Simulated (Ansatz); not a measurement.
# Work function of Re(0001): what the settings cost and change, part 2 of 2

How thick a slab and how much vacuum does the work function of Re(0001) need?

Ansatz 0.2.0; plane-wave DFT, PBE, Ansatz PAW.

So far, work function, upper face (eV): step 2 (run, setting 1 layer) 5.69; step 4 (run, 3 atoms) 5.11; step 5 (slab, 4 atoms) 5.05; step 6 (run, 5 atoms) 5.04; step 7 (run, 6 atoms) 5.03.

### 8. Run, 8 atoms

System of this step: Re(0001). The cell holds 8 atoms: 8 Re. Cell: a = 2.760 Å, b = 2.760 Å, c = 33.601 Å, α = 90.0°, β = 90.0°, γ = 60.0°. Vacuum lies along c.

input.yaml

```yaml
crystal:
  lattice:
    - [2.76, 0.0, 0.0]
    - [1.38, 2.3902301144, 0.0]
    - [0.0, 0.0, 33.6009]
  atoms:
    - { symbol: Re, position: [0.6666666667, 0.6666666667, 0.2678499683] }
    - { symbol: Re, position: [0.0, 0.0, 0.3341785488] }
    - { symbol: Re, position: [0.6666666667, 0.6666666667, 0.4005071293] }
    - { symbol: Re, position: [0.0, 0.0, 0.4668357098] }
    - { symbol: Re, position: [0.6666666667, 0.6666666667, 0.5331642902] }
    - { symbol: Re, position: [0.0, 0.0, 0.5994928707] }
    - { symbol: Re, position: [0.6666666667, 0.6666666667, 0.6658214512] }
    - { symbol: Re, position: [0.0, 0.0, 0.7321500317] }
kpoints:
  mp_grid: { grid: [17, 17, 1] }
hamiltonian:
  xc: pbe
scf:
  occupations: { method: fermi_dirac, width: 0.1 }
  convergence: { dr2_threshold: 1.0e-09 }
efield:
  axis: 3
  dipole_correction: true
  ramp_position: 0.97
  ramp_width: 0.06
output:
  write_potential: true
  write_density: true
  volumetric_format: npy
```

The run is started by

```
$ ansatz run input.yaml --threads 2 --pin off --max-ram 3072MiB --backend cpu --events-out ev --progress --plain --runs-dir out
```

Numbers of over 12 decimals in the logs are rounded to 6 here.

The log of the run:

```text
[...]
Crystal: 8 atoms, lattice volume = 221.666 Å³
Basis set: ecut = 420 eV, 4343 PW (Γ)
Bands: 72, of which v1, the nominal top of the filled ones, is band 60 counted from 1 (59 counted from 0)
Symmetry: 6 space group operations
k-points: 33 of 289 (time reversal used)
[...]
k-point 0: bands = [... 56 lower, 9.2941, 9.2941, 9.4985, 9.4985, 9.6495, 9.6495, 9.7901, 10.6133, ... 8 higher]
  k-point 1: bands = [... 56 lower, 9.2815, 9.3865, 9.4011, 9.5101, 9.6107, 9.7690, 9.8749, 10.3993, ... 8 higher]
  k-point 2: bands = [... 56 lower, 9.4075, 9.4256, 9.4930, 9.6756, 9.6964, 9.8934, 9.9207, 10.0182, ... 8 higher]
  k-point 32: bands = [... 56 lower, 9.0709, 10.2870, 10.3375, 10.3577, 10.7328, 11.5171, 12.4979, 12.5406, ... 8 higher]
[key lines of the parts left out:]
SCF converged after 10 iterations
Free energy (F): -86942.369885 eV
Fermi energy:    10.471134 eV
Dipole field:    D = -0.000001 V/Å  (p = -0.000001 e·Å, saw-weighted, corrected)
Work function:   Φ+ = 5.0292 eV   Φ− = 5.0291 eV
```

Elapsed: 34 s, on 2 threads of Arm Neoverse V2, shared host; peak memory 0.8 GiB.

The work function is 5.029 eV, -0.002 eV from the run “6 layers”, at 1.8 times its CPU time.

### 9. Slab, 10 atoms

System of this step: Re(0001). The cell holds 10 atoms: 10 Re. Its edges and angles: a = 2.760 Å, b = 2.760 Å, c = 38.058 Å, α = 90.0°, β = 90.0°, γ = 60.0°. Vacuum lies along c.

input.yaml, the sections that differ from step 8:

```yaml
crystal:
  lattice:
    - [2.76, 0.0, 0.0]
    - [1.38, 2.3902301144, 0.0]
    - [0.0, 0.0, 38.0583]
  atoms:
    - { symbol: Re, position: [0.6666666667, 0.6666666667, 0.2364792962] }
    - { symbol: Re, position: [0.0, 0.0, 0.2950394526] }
    - { symbol: Re, position: [0.6666666667, 0.6666666667, 0.353599609] }
    - { symbol: Re, position: [0.0, 0.0, 0.4121597654] }
    - { symbol: Re, position: [0.6666666667, 0.6666666667, 0.4707199218] }
    - { symbol: Re, position: [0.0, 0.0, 0.5292800782] }
    - { symbol: Re, position: [0.6666666667, 0.6666666667, 0.5878402346] }
    - { symbol: Re, position: [0.0, 0.0, 0.646400391] }
    - { symbol: Re, position: [0.6666666667, 0.6666666667, 0.7049605474] }
    - { symbol: Re, position: [0.0, 0.0, 0.7635207038] }
# kpoints, hamiltonian, scf, efield, output: as in step 8
```

The log of the run:

```text
[...]
Crystal: 10 atoms, lattice volume = 251.072 Å³
Basis set: ecut = 420 eV, 4897 PW (Γ)
Bands: 90, of which v1, the nominal top of the filled ones, is band 75 counted from 1 (74 counted from 0)
Symmetry: 6 space group operations
k-points: 33 of 289 (time reversal used)
[...]
k-point 1: bands = [... 71 lower, 10.8979, 10.9492, 11.0863, 11.1240, 11.2092, 11.2490, 11.3768, 11.6623, ... 11 higher]
  k-point 2: bands = [... 71 lower, 10.9992, 11.0431, 11.2124, 11.2165, 11.2467, 11.3876, 11.5432, 11.5643, ... 11 higher]
  k-point 32: bands = [... 71 lower, 11.8698, 11.8916, 11.9464, 11.9651, 12.2785, 12.8636, 13.6502, 14.1214, ... 11 higher]
[key lines of the parts left out:]
SCF converged after 10 iterations
Free energy (F): -108678.543066 eV
Fermi energy:    12.054410 eV
Dipole field:    D = 0.000004 V/Å  (p = 0.000006 e·Å, saw-weighted, corrected)
Work function:   Φ+ = 5.0325 eV   Φ− = 5.0327 eV
```

It took 57 s on 2 threads; peak memory 1 GiB; 1.9 min of CPU time.

The work function is 5.033 eV, +0.003 eV from the run “8 layers”, at 1.7 times its CPU time.

### 10. Slab, 13 atoms

System of this step: Re(0001). The cell holds 13 atoms: 13 Re. Cell: a = 2.760 Å, b = 2.760 Å, c = 44.744 Å, α = 90.0°, β = 90.0°, γ = 60.0°. Vacuum lies along c.

input.yaml, the sections that differ from step 9:

```yaml
crystal:
  lattice:
    - [2.76, 0.0, 0.0]
    - [1.38, 2.3902301144, 0.0]
    - [0.0, 0.0, 44.7444]
  atoms:
    - { symbol: Re, position: [0.0, 0.0, 0.2011424893] }
    - { symbol: Re, position: [0.6666666667, 0.6666666667, 0.2509520744] }
    - { symbol: Re, position: [0.0, 0.0, 0.3007616596] }
    - { symbol: Re, position: [0.6666666667, 0.6666666667, 0.3505712447] }
    - { symbol: Re, position: [0.0, 0.0, 0.4003808298] }
    - { symbol: Re, position: [0.6666666667, 0.6666666667, 0.4501904149] }
    - { symbol: Re, position: [0.0, 0.0, 0.5] }
    - { symbol: Re, position: [0.6666666667, 0.6666666667, 0.5498095851] }
    - { symbol: Re, position: [0.0, 0.0, 0.5996191702] }
    - { symbol: Re, position: [0.6666666667, 0.6666666667, 0.6494287553] }
    - { symbol: Re, position: [0.0, 0.0, 0.6992383404] }
    - { symbol: Re, position: [0.6666666667, 0.6666666667, 0.7490479256] }
    - { symbol: Re, position: [0.0, 0.0, 0.7988575107] }
# kpoints, hamiltonian, scf, efield, output: as in step 9
```

The log of the run:

```text
[...]
Crystal: 13 atoms, lattice volume = 295.180 Å³
Basis set: ecut = 420 eV, 5783 PW (Γ)
Bands: 117, of which v1, the nominal top of the filled ones, is band 98 counted from 1 (97 counted from 0)
Symmetry: 6 space group operations
k-points: 33 of 289 (time reversal used)
[...]
k-point 1: bands = [... 94 lower, 12.7845, 12.8269, 12.9333, 12.9396, 12.9696, 13.0905, 13.1852, 13.2766, ... 15 higher]
  k-point 2: bands = [... 94 lower, 12.8785, 12.9452, 12.9822, 13.0084, 13.1335, 13.1547, 13.2817, 13.3379, ... 15 higher]
  k-point 32: bands = [... 94 lower, 13.7072, 13.7148, 13.7483, 13.8890, 14.2186, 14.7103, 15.3231, 15.9007, ... 15 higher]
[key lines of the parts left out:]
SCF converged after 10 iterations
Free energy (F): -141282.801163 eV
Fermi energy:    13.837840 eV
Dipole field:    D = -0.000001 V/Å  (p = -0.000001 e·Å, saw-weighted, corrected)
Work function:   Φ+ = 5.0333 eV   Φ− = 5.0333 eV
```

Elapsed: 1.7 min, on 2 threads; peak memory 1.4 GiB; 3.4 min of CPU time.

The work function is 5.033 eV, +0.001 eV from the run “10 layers”, at 1.8 times its CPU time.

### 11. Run, 7 atoms

System of this step: Re(0001). The cell holds 7 atoms: 7 Re. Its edges and angles: a = 2.760 Å, b = 2.760 Å, c = 23.372 Å, α = 90.0°, β = 90.0°, γ = 60.0°. Vacuum lies along c.

input.yaml, the sections that differ from step 10:

```yaml
crystal:
  lattice:
    - [2.76, 0.0, 0.0]
    - [1.38, 2.3902301144, 0.0]
    - [0.0, 0.0, 23.3722]
  atoms:
    - { symbol: Re, position: [0.0, 0.0, 0.2139293691] }
    - { symbol: Re, position: [0.6666666667, 0.6666666667, 0.3092862461] }
    - { symbol: Re, position: [0.0, 0.0, 0.404643123] }
    - { symbol: Re, position: [0.6666666667, 0.6666666667, 0.5] }
    - { symbol: Re, position: [0.0, 0.0, 0.595356877] }
    - { symbol: Re, position: [0.6666666667, 0.6666666667, 0.6907137539] }
    - { symbol: Re, position: [0.0, 0.0, 0.7860706309] }
# kpoints, hamiltonian, scf, efield, output: as in step 10
```

The log of the run:

```text
[...]
Crystal: 7 atoms, lattice volume = 154.187 Å³
Basis set: ecut = 420 eV, 3001 PW (Γ)
Bands: 63, of which v1, the nominal top of the filled ones, is band 53 counted from 1 (52 counted from 0)
Symmetry: 6 space group operations
k-points: 33 of 289 (time reversal used)
[...]
k-point 1: bands = [... 49 lower, 13.2791, 13.3606, 13.5138, 13.5798, 13.7548, 13.7694, 14.3774, 14.5318, ... 6 higher]
  k-point 2: bands = [... 49 lower, 13.3730, 13.4410, 13.6672, 13.6785, 13.8574, 13.8702, 14.0492, 14.1203, ... 6 higher]
  k-point 32: bands = [... 49 lower, 13.0869, 14.2978, 14.3448, 14.4974, 15.1905, 16.2833, 16.5555, 16.5598, ... 6 higher]
[key lines of the parts left out:]
SCF converged after 9 iterations
Free energy (F): -76074.291882 eV
Fermi energy:    14.482495 eV
Dipole field:    D = 0.000000 V/Å  (p = 0.000000 e·Å, saw-weighted, corrected)
Work function:   Φ+ = 5.0218 eV (in doubt: plateau slope 5.7e-2 eV/Å)   Φ− = 5.0248 eV (in doubt: plateau slope 4.0e-2 eV/Å)
```

It took 23 s on 2 threads; peak memory 0.58 GiB.

The work function is 5.022 eV. The program marks this work function as in doubt.

### 12. Slab, 7 atoms

The cell differs from the one that the last finished run ended in (c 23.372 → 27.372 Å).

input.yaml, the sections that differ from step 11:

```yaml
crystal:
  lattice:
    - [2.76, 0.0, 0.0]
    - [1.38, 2.3902301144, 0.0]
    - [0.0, 0.0, 27.3722]
  atoms:
    - { symbol: Re, position: [0.0, 0.0, 0.2557339198] }
    - { symbol: Re, position: [0.6666666667, 0.6666666667, 0.3371559465] }
    - { symbol: Re, position: [0.0, 0.0, 0.4185779733] }
    - { symbol: Re, position: [0.6666666667, 0.6666666667, 0.5] }
    - { symbol: Re, position: [0.0, 0.0, 0.5814220267] }
    - { symbol: Re, position: [0.6666666667, 0.6666666667, 0.6628440535] }
    - { symbol: Re, position: [0.0, 0.0, 0.7442660802] }
# kpoints, hamiltonian, scf, efield, output: as in step 11
```

The log of the run:

```text
[...]
Crystal: 7 atoms, lattice volume = 180.575 Å³
Basis set: ecut = 420 eV, 3529 PW (Γ)
Bands: 63, of which v1, the nominal top of the filled ones, is band 53 counted from 1 (52 counted from 0)
Symmetry: 6 space group operations
k-points: 33 of 289 (time reversal used)
[...]
k-point 1: bands = [... 49 lower, 10.4282, 10.5095, 10.6628, 10.7287, 10.9029, 10.9183, 11.5293, 11.6792, ... 6 higher]
  k-point 2: bands = [... 49 lower, 10.5219, 10.5901, 10.8161, 10.8274, 11.0048, 11.0191, 11.1995, 11.2693, ... 6 higher]
  k-point 32: bands = [... 49 lower, 10.2358, 11.4467, 11.4938, 11.6464, 12.3394, 13.4323, 13.7044, 13.7087, ... 6 higher]
[key lines of the parts left out:]
SCF converged after 9 iterations
Free energy (F): -76074.291624 eV
Fermi energy:    11.631451 eV
Dipole field:    D = 0.000001 V/Å  (p = 0.000001 e·Å, saw-weighted, corrected)
Work function:   Φ+ = 5.0294 eV   Φ− = 5.0295 eV
```

Run time: 24 s. Hardware: 2 threads; peak memory 0.65 GiB; 48 s of CPU time.

The work function is 5.029 eV, +0.008 eV from the run “7 layers, 10 Å of vacuum”, at 1.0 times its CPU time.

### 13. Run, 7 atoms (run 2)

The cell differs from the one that the last finished run ended in (c 27.372 → 39.372 Å).

input.yaml, the sections that differ from step 12:

```yaml
crystal:
  lattice:
    - [2.76, 0.0, 0.0]
    - [1.38, 2.3902301144, 0.0]
    - [0.0, 0.0, 39.3722]
  atoms:
    - { symbol: Re, position: [0.0, 0.0, 0.3301822098] }
    - { symbol: Re, position: [0.6666666667, 0.6666666667, 0.3867881399] }
    - { symbol: Re, position: [0.0, 0.0, 0.4433940699] }
    - { symbol: Re, position: [0.6666666667, 0.6666666667, 0.5] }
    - { symbol: Re, position: [0.0, 0.0, 0.5566059301] }
    - { symbol: Re, position: [0.6666666667, 0.6666666667, 0.6132118601] }
    - { symbol: Re, position: [0.0, 0.0, 0.6698177902] }
# kpoints, hamiltonian, scf, efield, output: as in step 12
```

The log of the run:

```text
[...]
Crystal: 7 atoms, lattice volume = 259.740 Å³
Basis set: ecut = 420 eV, 5069 PW (Γ)
Bands: 63, of which v1, the nominal top of the filled ones, is band 53 counted from 1 (52 counted from 0)
Symmetry: 6 space group operations
k-points: 33 of 289 (time reversal used)
[...]
k-point 0: bands = [... 49 lower, 5.3218, 5.5422, 5.5422, 5.6481, 5.7207, 5.7207, 6.6153, 6.9678, ... 6 higher]
  k-point 1: bands = [... 49 lower, 5.3504, 5.4317, 5.5850, 5.6508, 5.8250, 5.8405, 6.4515, 6.6014, ... 6 higher]
  k-point 2: bands = [... 49 lower, 5.4441, 5.5122, 5.7383, 5.7496, 5.9270, 5.9412, 6.1216, 6.1914, ... 6 higher]
  k-point 32: bands = [... 49 lower, 5.1580, 6.3689, 6.4159, 6.5685, 7.2616, 8.3544, 8.6266, 8.6308, ... 6 higher]
[key lines of the parts left out:]
SCF converged after 10 iterations
Free energy (F): -76074.291793 eV
Fermi energy:    6.553582 eV
Dipole field:    D = 0.000000 V/Å  (p = 0.000000 e·Å, saw-weighted, corrected)
Work function:   Φ+ = 5.0294 eV   Φ− = 5.0294 eV
```

Elapsed: 36 s, on 2 threads; peak memory 0.82 GiB; 72 s of CPU time.

The work function is 5.029 eV, -0.000 eV from the run “7 layers, 14 Å of vacuum”, at 1.5 times its CPU time.

### 14. Side by side

Times are for 2 threads of Arm Neoverse V2, shared host. The series side by side:

```
no.                   setting  work function, upper face (eV)     time  memory (GiB)
  1                   1 layer                           5.685    3.1 s          0.37
  2                  2 layers                           5.139      5 s          0.37
  3                  3 layers                           5.108    8.2 s          0.42
  4                  4 layers                           5.050     12 s          0.47
  5                  5 layers                           5.043     16 s          0.53
  6                  6 layers                           5.031     20 s          0.62
  7                  8 layers                           5.029     34 s           0.8
  8                 10 layers                           5.033     57 s           1.0
  9                 13 layers                           5.033  1.7 min           1.4
 10  7 layers, 10 Å of vacuum                           5.022     23 s          0.58
 11  7 layers, 14 Å of vacuum                           5.029     24 s          0.65
 12  7 layers, 26 Å of vacuum                           5.029     36 s          0.82
```

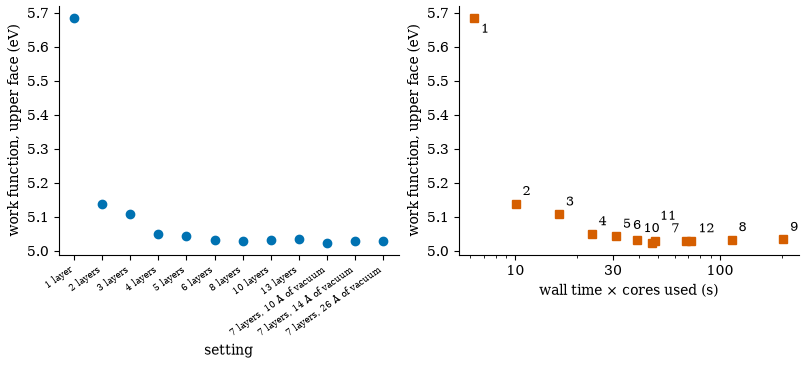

The series as plots; the last panel sets the first result against cost, with the runs numbered as in the table.

### 15. The same run with other settings

System of this step: Re(0001) monolayer. The cell holds 1 atom: 1 Re. Its edges and angles: a = 2.760 Å, b = 2.760 Å, c = 18.000 Å, α = 90.0°, β = 90.0°, γ = 60.0°. Vacuum lies along c.

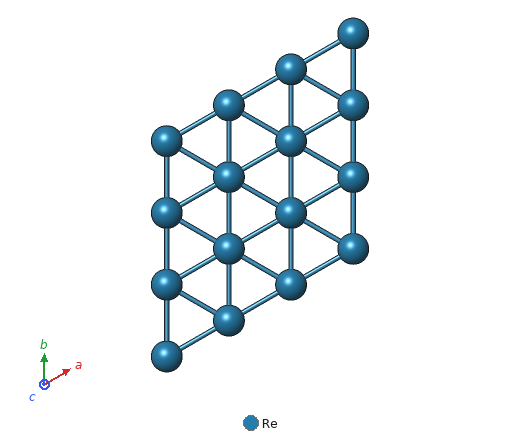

The cell of this step (rhenium blue). 4×4×1 cells are drawn.

An input spoilt on purpose, to show how the run answers: it repeats the earlier run “1 layer” with crystal.atoms[0].symbol from Re to REx, and scf.max_iter set to 50; its output block differs too.

input.yaml, the sections that differ from step 13:

```yaml
crystal:
  lattice:
    - [2.76, 0.0, 0.0]
    - [1.38, 2.3902301144, 0.0]
    - [0.0, 0.0, 18.0]
  atoms:
    - { symbol: REx, position: [0.6666666667, 0.6666666667, 0.5] }
scf:
  occupations: { method: fermi_dirac, width: 0.1 }
  convergence: { dr2_threshold: 1.0e-09 }
  max_iter: 50
# kpoints, hamiltonian, efield, output: as in step 13
```

The log of the run:

```text
Error: YAML parse error: error: line 7 column 17: `REx` is not an element symbol (H … Og, case-exact)
 --> <input>:7:17
  |
5 |     - [0.0, 0.0, 18.0]
6 |   atoms:
7 |     - { symbol: REx, position: [0.6666666667, 0.6666666667, 0.5] }
  |                 ^ `REx` is not an element symbol (H … Og, case-exact)
8 | kpoints:
9 |   mp_grid: { grid: [17, 17, 1] }
  |
```

Wall time 0.01 s (2 threads); peak memory 0.06 GiB.

The input was rejected at the start.

The program's message: “Error: YAML parse error: error: line 7 column 17: `REx` is not an element symbol (H … Og, case-exact)”

The fault put into the input: an unknown element.

### 16. Outcome

```
work function, 1 layer                  : 5.685 eV
work function, 6 layers                 : 5.031 eV
work function, 13 layers                : 5.033 eV
work function, 7 layers, 10 Å of vacuum : 5.022 eV
```

**Reading.** The thickest slab gives 5.03 eV, and the settings tried spread the value from 5.02 to 5.69 eV. At 18 Å of vacuum, the slabs from 4 layers on stay within 0.02 eV of the thickest. Going from 10 to 26 Å of vacuum moves it by 0.008 eV. The program marks the value as in doubt in “7 layers, 10 Å of vacuum”. The ladder's slabs use the tabulated experimental lattice constant (two decimals; a low-temperature value for the alkali metals). In 1 run of the series (7 layers, 10 Å of vacuum) the program warns that electrons reach the sawtooth's ramp, which makes dipole and work function less sure.

Comparison with the measured values:

| quantity | measured | 13 layers |
| --- | --- | --- |
| work function (clean (0001) face, a compiled value) (eV) | 5.15 | 5.03 (-0.12 eV) |

Measured values from arxiv:1902.07811 (2019).

Verdict: The work function is off by -0.12 eV: good agreement. The grades are ours: good and fair within 3 and 7 % for the work function. No cell relaxation is part of this session.

[Logs are printed without paths, hosts, clocks, repeated set-up lines and the standing remarks that a program may print on its own settings, such as how far it seeks lower states.]

[Hosts, paths, dates, database ids (printed as entryN), source tags and the programs' standing remarks are cut or masked in the printed files.]

[Maps of the electrostatic potential energy from Ansatz leave out the sawtooth potential of an applied field or a dipole correction, so their vacuum need not be flat; planar profiles and work functions include it.]
